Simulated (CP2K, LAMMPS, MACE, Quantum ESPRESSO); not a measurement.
# Pressure against volume in a static frame of amorphous polyisobutylene (as short chains C10H22) from 250 K (128 atoms), QE, PBE+D3(BJ)

Density of this cell: 0.886 g/cm³. The cell holds 128 atoms: 40 C and 88 H. Cell: a = 10.218 Å, b = 10.218 Å, c = 10.218 Å, α = 90.0°, β = 90.0°, γ = 90.0°. 4 polyisobutylene chains of 2 units with methyl end groups placed at random, at 0.886 g/cm³; overlaps pushed apart, then 20 ps at 800 K with MMFF94 bonds, angles, torsions, charges and radii (Halgren, J. Comput. Chem. 17, 490 (1996)) in harmonic and 12-6 forms. Snapshot after 30 ps at 250 K and fixed volume. Then the atoms were relaxed with MACE MPA-0 medium in the fixed cell. Then the atoms were relaxed with CP2K double zeta, PBE+D3(BJ).

Calculated with Quantum ESPRESSO 7.5: PBE+D3(BJ); plane waves, SSSP efficiency, 60/480 Ry; k-points Γ. The unchanged cell has V0 = 8.3335 Å³ an atom and P0 = -0.044 GPa. It is scaled evenly, and CP2K double zeta, PBE+D3(BJ) relaxes the atoms at each volume before the single point.

| volume (Å³/atom) | pressure (GPa) |
| --- | --- |
| 7.8335 | ? |
| 8.0835 | 0.1453 |
| 8.5835 | -0.2303 |
| 8.8335 | -0.3593 |

**Question.** Fit a second-order expansion in ln V to the rows given and extrapolate to the withheld row.

Worked fit:

To second order in u = ln(V/V0), P = P0 − B u + ½ B B′ u², with B the bulk modulus at V0 and B′ its pressure derivative. So v = (P − P0)/u is a line in u, with intercept −B and slope ½ B B′.

| u | v (GPa) |
| --- | --- |
| -0.0304592 | -6.21487 |
| 0.0295588 | -6.30269 |
| 0.0582689 | -5.41112 |

With n = 3: mean u = 0.0191228, mean v = -5.97623, Σ(u − ū)² = 0.0040997, Σ(u − ū)(v − v̄) = 0.030547. Slope b = 0.030547 / 0.0040997 = 7.4511; intercept a = v̄ − b ū = -6.1187.

So B = 6.12 GPa and B′ = 2b/B = 2.4. At the withheld volume u = -0.06188, v = a + b u = -6.580 GPa, and P = P0 + u v.

Prediction at 7.8335: 0.3631 GPa. The run gave 0.4287 GPa, so the fit is low by 0.066 GPa (15 % of the value).

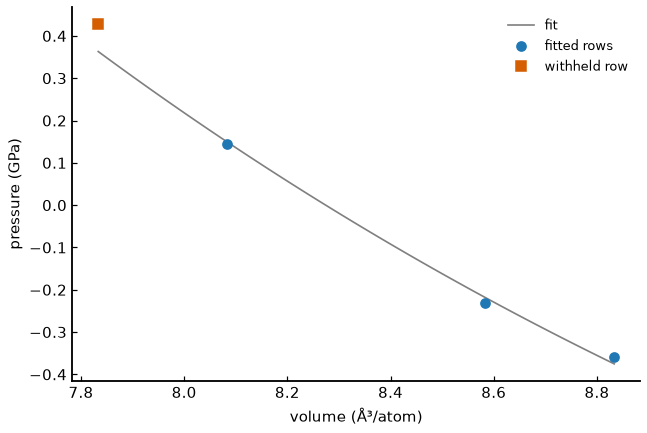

The fit, the rows that it rests on and the withheld row.

B′ = 2.4 rests on three points, and the miss at the fourth puts it in doubt. Among the rows given, the largest miss of the fit is at 8.8335, by 0.016 GPa (2.0 % of the range of the table).

Limits: Static cells at zero temperature, with the cell shape held. The atoms follow CP2K double zeta, PBE+D3(BJ), not this level's own minimum.

[Hosts, paths, dates, database ids (printed as entryN), source tags and the programs' standing remarks are cut or masked in the printed files.]

[The MMFF94 radii named for the starting cell were scaled by 0.96; in molecules described by MMFF94, hydrogen bound to N, O or S took a small fixed 12-6 site in their place.]
